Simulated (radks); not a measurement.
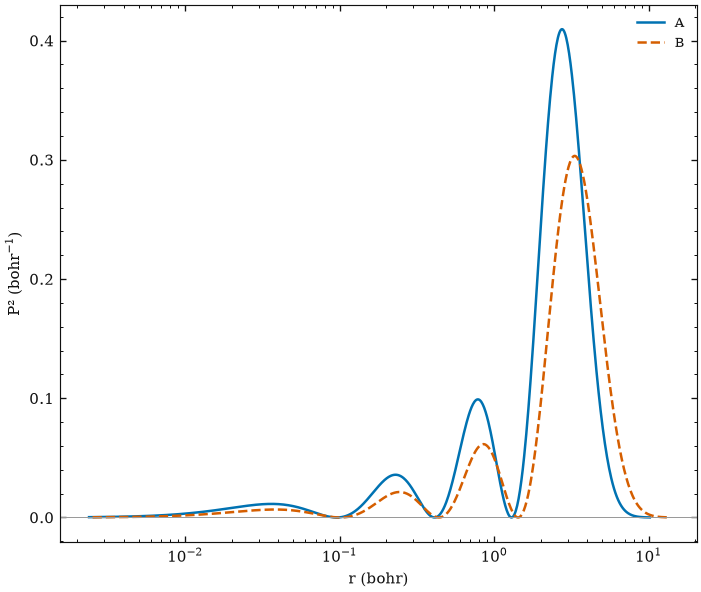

Two nuclei with the same 20 electrons, [Ar] 4s2, were computed: Ca; Sc⁺. All numbers are computed, not measured: scalar-relativistic Kohn-Sham, BLYP, spin-polarised, spherical densities, finite nucleus (the in-house radial solver radks).

The plot shows P² of the 4s up orbital in both runs (large components where relativistic).

### Which curve belongs to which run?

A is Sc⁺ (⟨r⟩ = 3.15 bohr, eigenvalue −11.2 eV); B is Ca (⟨r⟩ = 4.00 bohr, eigenvalue −3.61 eV). The larger nuclear charge pulls the orbital in.
